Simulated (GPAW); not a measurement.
The Be K edge of atom 2 in BeNi (Pm-3m), with 8 Ni at 2.24 Å and 6 Be at 2.59 Å (cube and octahedron, as in bcc, site symmetry m-3m), was computed in 3 ways: excited-electron core hole (neutral cell), half core hole and no core hole. Program and functional: GPAW, LDA, Gaussian full width 0.9 eV up to 4 eV, rising linearly to 3.5 eV at 25 eV; cells of 2 and 32 atoms (the run without a hole in the smaller).

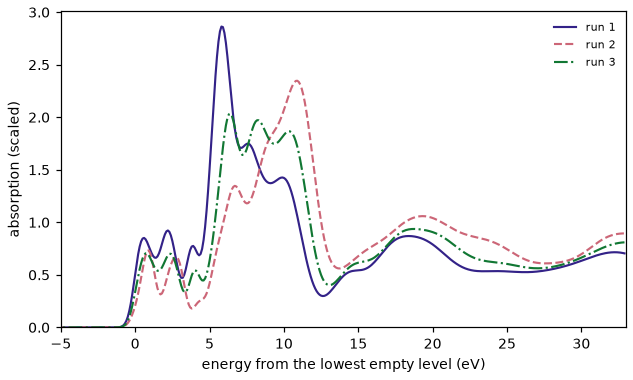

Each run is counted from its own lowest empty level or Fermi level and scaled to a mean of 1 over its first 20 eV.

Which run is which?

Run 1: excited-electron core hole (neutral cell) (area from −2 to 6 eV 6.4, main maxima 0.6 eV (0.85), 2.2 eV (0.92), 5.8 eV (2.86) and 18.4 eV (0.87)). Run 2: no core hole (area from −2 to 6 eV 3.0, main maxima 0.9 eV (0.73), 6.7 eV (1.35), 10.9 eV (2.35) and 19.3 eV (1.06)). Run 3: half core hole (area from −2 to 6 eV 4.0, main maxima 0.7 eV (0.71), 6.4 eV (2.04), 8.2 eV (1.97), 10.3 eV (1.87) and 18.8 eV (0.94)). With each curve scaled to its own mean, the area from −2 to 6 eV with the hole is 6.4 against 3.0, and the centre of weight from −1 to 20 eV moves by -1.8 eV: the hole pulls the absorber's empty states down.

[Hosts, paths, dates, database ids (printed as entryN), source tags and the programs' standing remarks are cut or masked in the printed files.]

[Lists of maxima count a maximum above −3 eV only where it reaches 4 % of the highest in the window and stands out from its surroundings by 2 % of it (1.5 % where it reaches 55 %); shoulders and weaker maxima are passed over, and of the rest the first, up to two pre-edge ones and the few strongest are named.]
